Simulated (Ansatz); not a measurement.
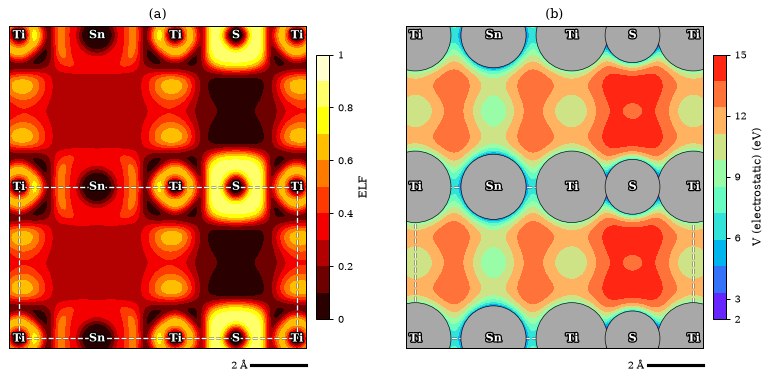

Figure. Ti2SnS. (a) electron localisation function; (b) electrostatic potential energy of an electron on the (110) plane of the conventional cell. Grey discs cover the atomic cores in the potential map.

Space group P6/mmm; a structure generated by program, which may or may not match a known phase; computed without spin polarisation.

Level of theory: Ansatz 0.2.0, DFT PBE, scalar-relativistic, plane waves, PAW.

In a PAW calculation such maps are meaningful between the atoms, not at the nuclei.

```cif
data_structure
_symmetry_space_group_name_H-M 'P 1'
_symmetry_Int_Tables_number 1
_cell_length_a 3.1837
_cell_length_b 3.1837
_cell_length_c 10.1122
_cell_angle_alpha 90.000
_cell_angle_beta 90.000
_cell_angle_gamma 120.000
_cell_volume 88.77
loop_
_atom_site_label
_atom_site_type_symbol
_atom_site_fract_x
_atom_site_fract_y
_atom_site_fract_z
_atom_site_occupancy
Ti1 Ti 0.00000 0.00000 0.21837 1
Ti2 Ti 0.00000 0.00000 0.78163 1
Sn1 Sn 0.00000 0.00000 0.50000 1
S1 S 0.00000 0.00000 0.00000 1
```

Describe what can be read from this map.

Answer. The section cuts through Ti, Sn and S sites. Ti–S (2.21 Å): the ELF peaks at about 0.85 in the valence shell of S, 0.8 Å from its nucleus, and is about 0.45 at the midpoint. Ti–Sn (2.85 Å): the ELF is about 0.50 at the midpoint. The features right at Ti lie inside the PAW spheres, where the map follows smoothed inner orbitals and isn't to be read closely. Outside the cores the potential energy rises away from the atoms and is highest about 1.9 Å from the nearest atoms; its zero is arbitrary.
